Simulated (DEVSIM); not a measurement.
System: Pd/HfO2/n-Ge capacitor, at 300 K.

| layer (left to right) | material | thickness (nm) | Nd (cm⁻³) |
|---|---|---|---|
| 1 | HfO2 | 21.0 | - |
| 2 | Ge | 1300 | 2e17 |

Metal gate on the left, work function 5.2 eV. Fixed charge at the semiconductor interface -7.5e10 cm⁻² (in units of +e); no interface traps.

This is a model device: material constants are rounded textbook-type values typed into the input, and sizes, dopings and lifetimes were drawn at random. Values at 300 K.

| parameter | HfO2 | Ge |
|---|---|---|
| gap (eV) | 5.7 | 0.664 |
| affinity (eV) | 2.5 | 4 |
| permittivity | 22 | 16 |
| Nc (cm⁻³) | - | 1.04e19 |
| Nv (cm⁻³) | - | 6e18 |

Model (solved in DEVSIM): 1D Poisson equation in equilibrium, Boltzmann statistics, complete ionisation; no quantum confinement or tunnelling. Metal contacts follow the ideal Schottky-Mott rule: no Fermi-level pinning, no interface dipoles.

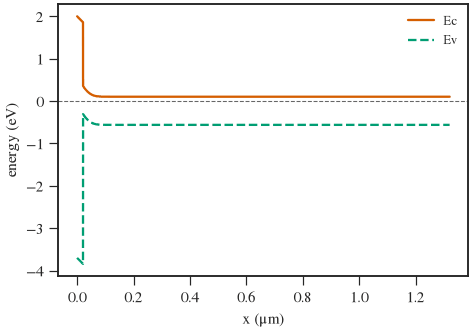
Figure: Band edges at 0.7 V on the gate

Energies count from the Fermi level of the right contact; mesh points crowd at the junctions.

```tsv
x (μm)	Ec (eV)	Ev (eV)	n (cm⁻³)	p (cm⁻³)	field (V/cm)
0.000	2.000	-3.700	< 1e2	< 1e2	-68000
0.001306	1.991	-3.709	< 1e2	< 1e2	-68000
0.003916	1.973	-3.727	< 1e2	< 1e2	-68000
0.008821	1.940	-3.760	< 1e2	< 1e2	-68000
0.01674	1.886	-3.814	< 1e2	< 1e2	-68000
0.01952	1.867	-3.833	< 1e2	< 1e2	-68000
0.02087	1.858	-3.842	< 1e2	< 1e2	-68000
0.02274	0.340	-0.324	2.0e13	2.2e13	-98000
0.02594	0.310	-0.354	6.5e13	6.7e12	-91000
0.03312	0.250	-0.414	6.4e14	6.8e11	-74000
0.04877	0.161	-0.503	2.0e16	2.1e10	-40000
0.09970	0.103	-0.561	1.9e17	2.2e9	-690
0.1938	0.102	-0.562	2.0e17	2.2e9	≈ 0
0.3986	0.102	-0.562	2.0e17	2.2e9	≈ 0
0.9028	0.102	-0.562	2.0e17	2.2e9	≈ 0
1.130	0.102	-0.562	2.0e17	2.2e9	≈ 0
1.234	0.102	-0.562	2.0e17	2.2e9	≈ 0
1.282	0.102	-0.562	2.0e17	2.2e9	≈ 0
1.307	0.102	-0.562	2.0e17	2.2e9	≈ 0
1.315	0.102	-0.562	2.0e17	2.2e9	≈ 0
1.319	0.102	-0.562	2.0e17	2.2e9	≈ 0
1.321	0.102	-0.562	2.0e17	2.2e9	≈ 0
```
